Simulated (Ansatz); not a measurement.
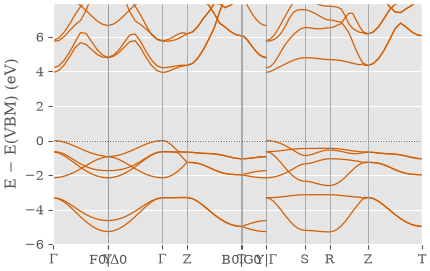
Band structure from r²SCAN in the plane-wave PAW code Ansatz

**Question.** Read off the gap and where the band edges lie.

**Answer.** About 3.9 eV (3.94 eV by a search for the band edges); maximum at Γ, minimum at Γ.

The material is LiHS in space group Ama2 (No. 40; Li on 4a, S on 4b, H on 4b).

The workflow started from an entry of the Crystallography Open Database (COD), which files this formula under 3 space groups. Its standing as an ambient phase is unchecked. The cell was relaxed with r²SCAN under the symmetry of its start. At this level the phase is mechanically unstable.

Potentials: the later of the program's two PAW sets.
